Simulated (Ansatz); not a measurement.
# WHClF₅: geometry relaxation (part 3 of 3)

The same run, continued: WHClF₅, multiplicity 2; UKS PBE/def2-SVP (Ansatz 0.2.0). It belongs to a series of runs on one base structure; here: end point A relaxed.

Geometry of the input (Å):
```
W  0.0002  0.0002  -0.1305
H  0.0070  0.0070  1.6063
F  1.8427  0.0015  0.0355
F  0.0015  1.8427  0.0355
F  -1.8409  0.0013  0.0440
F  0.0013  -1.8409  0.0440
F  -0.0040  -0.0040  -2.0395
Cl -0.0078  -0.0078  4.1646
```

### Trajectory as extended XYZ, continued
```
8
Properties=species:S:1:pos:R:3:forces:R:3 step=32 energy=-27924.22913 accepted=F
W    -0.1387   -0.0678   -0.1506    0.0548   0.1216  -0.0451
H     1.0018    0.3860    2.8218   -0.7040  -0.2172  -0.1822
F     1.7197   -0.1393    0.2173    0.0154  -0.0090   0.0128
F    -0.3839    1.7986   -0.0055   -0.0067  -0.0533  -0.0290
F    -2.0145   -0.1800    0.0465   -0.0036  -0.0060   0.0437
F    -0.1082   -1.9258    0.1764    0.0001   0.0071   0.0070
F     0.1930    0.0963   -1.9755   -0.0062  -0.0185   0.0307
Cl   -0.2693    0.0321    2.6297    0.6502   0.1754   0.1621
8
Properties=species:S:1:pos:R:3:forces:R:3 step=33 energy=-27924.24020
W    -0.1319   -0.0692   -0.1437   -0.0380   0.0237  -0.0437
H     0.9535    0.4397    2.7553    0.0418  -0.0151   0.0143
F     1.7274   -0.1545    0.2141    0.0172   0.0055   0.0270
F    -0.3635    1.7974    0.0131   -0.0087  -0.0171  -0.0129
F    -2.0066   -0.1692    0.0650    0.0097  -0.0080   0.0223
F    -0.1120   -1.9277    0.1807   -0.0033  -0.0023  -0.0150
F     0.1944    0.1045   -1.9681    0.0085  -0.0042   0.0219
Cl   -0.2614   -0.0211    2.6437   -0.0272   0.0175  -0.0140
8
Properties=species:S:1:pos:R:3:forces:R:3 step=34 energy=-27924.24439
W    -0.1371   -0.0631   -0.1442   -0.0302   0.0329  -0.0293
H     0.9851    0.3744    2.7460   -0.0698  -0.0468  -0.0081
F     1.7196   -0.1329    0.2380   -0.0095  -0.0032   0.0241
F    -0.3855    1.8025   -0.0085   -0.0087  -0.0029  -0.0217
F    -2.0111   -0.1745    0.0639    0.0253  -0.0086   0.0232
F    -0.1081   -1.9202    0.1888    0.0037  -0.0052  -0.0069
F     0.2064    0.0969   -1.9663    0.0101  -0.0029   0.0148
Cl   -0.2693    0.0169    2.6423    0.0790   0.0367   0.0039
8
Properties=species:S:1:pos:R:3:forces:R:3 step=35 energy=-27924.24910
W    -0.1454   -0.0517   -0.1445   -0.0056   0.0359  -0.0209
H     1.0217    0.2739    2.7201   -0.2148  -0.0505  -0.0241
F     1.7060   -0.1006    0.2749   -0.0438  -0.0083   0.0171
F    -0.4176    1.8127   -0.0443   -0.0112  -0.0010  -0.0299
F    -2.0174   -0.1806    0.0645    0.0477  -0.0054   0.0257
F    -0.1009   -1.9059    0.2091    0.0008  -0.0053  -0.0082
F     0.2269    0.0864   -1.9624    0.0085  -0.0016   0.0215
Cl   -0.2732    0.0658    2.6427    0.2184   0.0362   0.0188
8
Properties=species:S:1:pos:R:3:forces:R:3 step=36 energy=-27924.25452
W    -0.1481   -0.0327   -0.1484   -0.0696   0.0471  -0.0294
H     1.0339    0.1973    2.7159   -0.0626  -0.0175  -0.0036
F     1.6931   -0.0723    0.3060   -0.0880   0.0266   0.0242
F    -0.4500    1.8337   -0.1324    0.0066  -0.0245   0.0214
F    -2.0118   -0.1721    0.0962    0.1139   0.0133   0.0373
F    -0.0971   -1.8854    0.2240    0.0002  -0.0718  -0.0357
F     0.2455    0.0746   -1.9624    0.0260  -0.0183   0.0078
Cl   -0.2655    0.0568    2.6612    0.0736   0.0452  -0.0220
8
Properties=species:S:1:pos:R:3:forces:R:3 step=37 energy=-27924.25472
W    -0.1634   -0.0074   -0.1609   -0.0500   0.2341   0.0255
H     1.0784    0.0262    2.7044   -0.4598   0.0452  -0.0263
F     1.6452   -0.0102    0.3995   -0.1215   0.0573  -0.0606
F    -0.5225    1.8606   -0.2773    0.0897  -0.2750   0.0712
F    -2.0028   -0.1644    0.1633    0.1236   0.0357   0.0099
F    -0.0945   -1.8681    0.2134    0.0080  -0.0263  -0.0665
F     0.3002    0.0556   -1.9601   -0.0033  -0.0569   0.0382
Cl   -0.2406    0.1076    2.6777    0.4134  -0.0140   0.0085
8
Properties=species:S:1:pos:R:3:forces:R:3 step=38 energy=-27924.25879
W    -0.1513   -0.0233   -0.1465   -0.1516  -0.0426  -0.0050
H     1.0376    0.1031    2.6375   -0.2704   0.0138   0.0689
F     1.6666   -0.0291    0.3662    0.0697  -0.0024   0.0855
F    -0.4715    1.8393   -0.1772   -0.0023   0.1216  -0.0357
F    -1.9938   -0.1676    0.1598   -0.0308   0.0007  -0.0059
F    -0.0860   -1.8850    0.2048    0.0225  -0.0902  -0.0162
F     0.2767    0.0551   -1.9530    0.0106   0.0080  -0.0291
Cl   -0.2783    0.1075    2.6684    0.3523  -0.0089  -0.0625
8
Properties=species:S:1:pos:R:3:forces:R:3 step=39 energy=-27924.26707
W    -0.1533   -0.0276   -0.1756    0.0208   0.0130   0.1641
H     1.0336    0.1306    2.7626   -0.0070   0.0002  -0.0075
F     1.6395   -0.0200    0.4025   -0.0161   0.0650  -0.0795
F    -0.4423    1.8448   -0.2490   -0.0028   0.1542  -0.0222
F    -1.9717   -0.1512    0.2191   -0.0115  -0.0034  -0.0325
F    -0.0679   -1.9016    0.1178   -0.0259  -0.1883  -0.0433
F     0.2296    0.0423   -1.9954    0.0322  -0.0403   0.0417
Cl   -0.2674    0.0827    2.6781    0.0103  -0.0004  -0.0208
8
Properties=species:S:1:pos:R:3:forces:R:3 step=40 energy=-27924.27225
W    -0.1565   -0.0275   -0.1644    0.0306   0.0100   0.0917
H     1.0376    0.1410    2.7639    0.0387   0.0016  -0.0132
F     1.6391   -0.0100    0.4016   -0.0355   0.0413  -0.0375
F    -0.4422    1.8491   -0.2504    0.0090   0.0607   0.0021
F    -1.9778   -0.1498    0.2177    0.0088   0.0144  -0.0170
F    -0.0788   -1.9101    0.1036    0.0035  -0.0774  -0.0340
F     0.2392    0.0335   -1.9814   -0.0018  -0.0437   0.0102
Cl   -0.2605    0.0738    2.6694   -0.0533  -0.0068  -0.0023
8
Properties=species:S:1:pos:R:3:forces:R:3 step=41 energy=-27924.27576
W    -0.1589   -0.0247   -0.1539    0.0274  -0.0332   0.0392
H     1.0353    0.1412    2.7694    0.0621   0.0024  -0.0016
F     1.6268    0.0275    0.4277   -0.0524   0.0394  -0.0272
F    -0.4275    1.8612   -0.2826    0.0556  -0.0884   0.0542
F    -1.9722   -0.1329    0.2510    0.0273  -0.0018  -0.0513
F    -0.0757   -1.9252    0.0534    0.0050   0.1342  -0.0203
F     0.2326   -0.0014   -1.9737   -0.0484  -0.0485   0.0047
Cl   -0.2604    0.0543    2.6689   -0.0766  -0.0041   0.0024
8
Properties=species:S:1:pos:R:3:forces:R:3 step=42 energy=-27924.27965
W    -0.1593   -0.0292   -0.1382    0.0948  -0.1915  -0.0935
H     1.0277    0.1813    2.7996   -0.0036  -0.0069  -0.0395
F     1.6293    0.0600    0.4169   -0.0568   0.0180   0.0340
F    -0.3856    1.8641   -0.2467    0.0477  -0.0178   0.0304
F    -1.9800   -0.1224    0.2319    0.0609  -0.0233   0.0000
F    -0.0729   -1.9404    0.0194   -0.0035   0.2279  -0.0079
F     0.2000   -0.0447   -1.9664   -0.0891  -0.0154  -0.0026
Cl   -0.2593    0.0314    2.6435   -0.0503   0.0090   0.0791
8
Properties=species:S:1:pos:R:3:forces:R:3 step=43 energy=-27924.28713
W    -0.1530   -0.0311   -0.1371    0.0604  -0.1463  -0.1284
H     1.0190    0.1773    2.8046   -0.1300  -0.0194  -0.0362
F     1.6290    0.0853    0.4279   -0.0800   0.0129   0.0242
F    -0.3500    1.8686   -0.2416    0.0459  -0.0493   0.0387
F    -1.9714   -0.1260    0.2345    0.0780  -0.0126  -0.0135
F    -0.0601   -1.9437   -0.0034    0.0051   0.2018  -0.0056
F     0.1603   -0.0677   -1.9760   -0.0807  -0.0151   0.0587
Cl   -0.2738    0.0373    2.6512    0.1012   0.0279   0.0621
8
Properties=species:S:1:pos:R:3:forces:R:3 step=44 energy=-27924.27555 accepted=F
W    -0.1355   -0.0467   -0.1442    0.1336   0.2984  -0.4796
H     0.9964    0.1570    2.8609   -0.5213  -0.0159  -0.1026
F     1.6152    0.1701    0.4691    0.0446  -0.2051  -0.0549
F    -0.2219    1.8749   -0.2025   -0.0681  -0.3377  -0.0059
F    -1.9437   -0.1470    0.2265   -0.1198  -0.0301   0.0214
F    -0.0101   -1.9602   -0.1008    0.0588   0.2305   0.0960
F     0.0109   -0.1461   -2.0158   -0.0121   0.0580   0.4264
Cl   -0.3114    0.0981    2.6668    0.4842   0.0019   0.0992
8
Properties=species:S:1:pos:R:3:forces:R:3 step=45 energy=-27924.29276
W    -0.1484   -0.0332   -0.1347   -0.0231  -0.1105  -0.0609
H     1.0116    0.1824    2.7820   -0.1076  -0.0163  -0.0142
F     1.6261    0.0877    0.4472   -0.0289   0.0262  -0.0049
F    -0.3186    1.8708   -0.2146    0.0386  -0.0397   0.0059
F    -1.9686   -0.1337    0.2203    0.0832   0.0041  -0.0118
F    -0.0456   -1.9431   -0.0079    0.0069   0.1205  -0.0308
F     0.1265   -0.0785   -1.9800   -0.0459  -0.0086   0.0462
Cl   -0.2831    0.0475    2.6476    0.0768   0.0243   0.0706
8
Properties=species:S:1:pos:R:3:forces:R:3 step=46 energy=-27924.29894
W    -0.1366   -0.0406   -0.1348    0.0116   0.1171  -0.1692
H     0.9831    0.1741    2.7942   -0.0862  -0.0035   0.0167
F     1.6289    0.1091    0.4584    0.0038  -0.0268   0.0211
F    -0.2445    1.8702   -0.1920    0.0060  -0.0587  -0.0035
F    -1.9517   -0.1424    0.2175   -0.0427  -0.0142   0.0034
F    -0.0016   -1.9454   -0.0541    0.0172  -0.0157   0.0177
F     0.0377   -0.1087   -1.9948   -0.0181   0.0038   0.1151
Cl   -0.3152    0.0836    2.6656    0.1084  -0.0021  -0.0012
8
Properties=species:S:1:pos:R:3:forces:R:3 step=47 energy=-27924.29903
W    -0.1390   -0.0342   -0.1495    0.1114   0.0606  -0.0197
H     0.9886    0.1636    2.8504   -0.1292  -0.0080  -0.0439
F     1.6230    0.1063    0.4587   -0.0394   0.0033  -0.0496
F    -0.2425    1.8754   -0.2151   -0.0017  -0.0337  -0.0069
F    -1.9516   -0.1477    0.2126   -0.0339   0.0228   0.0083
F     0.0049   -1.9363   -0.0547    0.0158  -0.0618  -0.0028
F     0.0215   -0.1102   -2.0094   -0.0132   0.0122   0.0824
Cl   -0.3048    0.0830    2.6669    0.0901   0.0047   0.0321
8
Properties=species:S:1:pos:R:3:forces:R:3 step=48 energy=-27924.30028
W    -0.1367   -0.0349   -0.1439    0.0224   0.0181   0.0033
H     0.9828    0.1646    2.8254   -0.0737  -0.0044  -0.0064
F     1.6279    0.1070    0.4542   -0.0188   0.0017  -0.0079
F    -0.2450    1.8734   -0.2129    0.0055  -0.0076  -0.0030
F    -1.9507   -0.1410    0.2184   -0.0099   0.0044  -0.0074
F     0.0067   -1.9385   -0.0473    0.0081  -0.0210  -0.0013
F     0.0267   -0.1076   -2.0015   -0.0090   0.0040   0.0202
Cl   -0.3117    0.0770    2.6676    0.0753   0.0048   0.0027
8
Properties=species:S:1:pos:R:3:forces:R:3 step=49 energy=-27924.30032
W    -0.1350   -0.0367   -0.1407   -0.0025   0.0062  -0.0453
H     0.9783    0.1682    2.8363   -0.0049  -0.0004  -0.0080
F     1.6324    0.1072    0.4460   -0.0103  -0.0074   0.0155
F    -0.2387    1.8713   -0.2086    0.0026   0.0096   0.0000
F    -1.9529   -0.1385    0.2100    0.0197  -0.0055   0.0142
F     0.0118   -1.9411   -0.0454    0.0027   0.0015   0.0038
F     0.0155   -0.1064   -1.9993   -0.0059  -0.0024   0.0108
Cl   -0.3114    0.0760    2.6617   -0.0013  -0.0015   0.0089
8
Properties=species:S:1:pos:R:3:forces:R:3 step=50 energy=-27924.30057
W    -0.1346   -0.0356   -0.1426    0.0018   0.0034  -0.0178
H     0.9770    0.1676    2.8319   -0.0144  -0.0009  -0.0020
F     1.6303    0.1074    0.4516   -0.0032  -0.0036   0.0062
F    -0.2342    1.8730   -0.2107    0.0003  -0.0004  -0.0009
F    -1.9504   -0.1398    0.2141   -0.0004   0.0007   0.0027
F     0.0148   -1.9396   -0.0485    0.0043  -0.0033   0.0036
F     0.0113   -0.1088   -2.0013   -0.0038   0.0034   0.0084
Cl   -0.3141    0.0758    2.6654    0.0154   0.0008  -0.0003
```

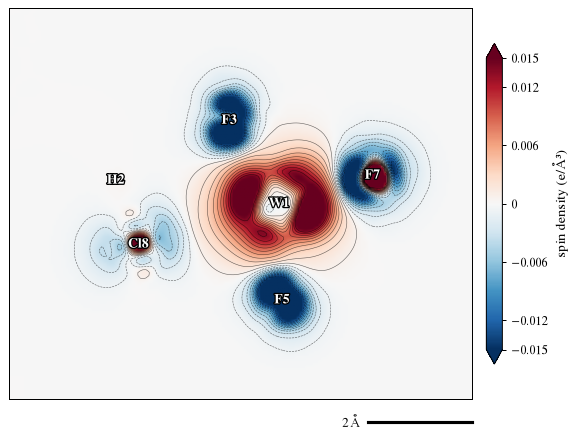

**Figure 1.** Spin density on the plane of atoms F5, W1 and F7. The section cuts through W, H, F and Cl sites. The unpaired spin (1 electron) lies mostly on W1 (about 0.8), F4 (about 0.1) and F6 (about 0.1), in electrons by Hirshfeld's partition.

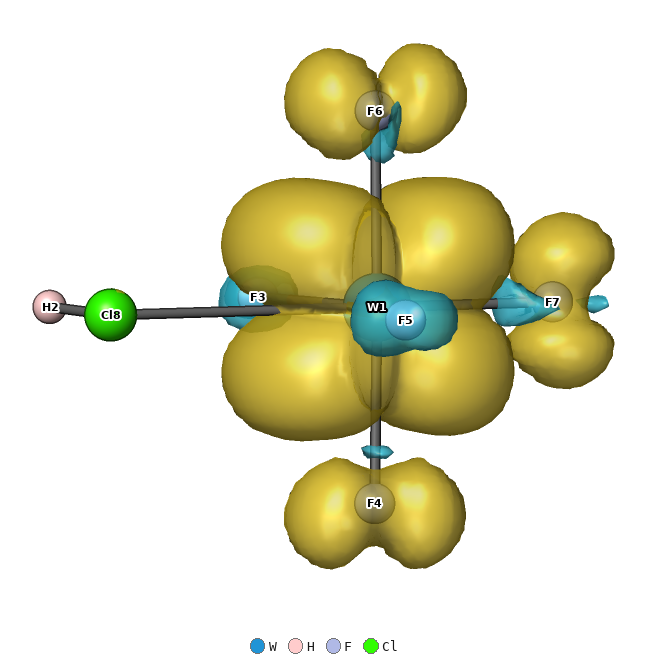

**Figure 2.** Isosurfaces of the spin density (α minus β) at +0.01 (yellow) and −0.01 e/Å³ (cyan), seen face on. The unpaired spin (1 electron) lies mostly on W1 (about 0.8), F4 (about 0.1) and F6 (about 0.1), in electrons by Hirshfeld's partition.

### Summary

| quantity | value |
| --- | --- |
| outcome | converged |
| total energy | −27924.3006 eV |
| mean-field energy | −27924.3006 eV |
| ⟨S²⟩ | 0.752 |
| largest force (length of the vector) at the end | 0.018 eV/Å |
| hardware | 4 threads of AMD EPYC (Zen 5), 32 GiB of memory available, shared host |
| wall time | 80 s (CPU time 4.9 min) |
| peak memory | 0.37 GiB |
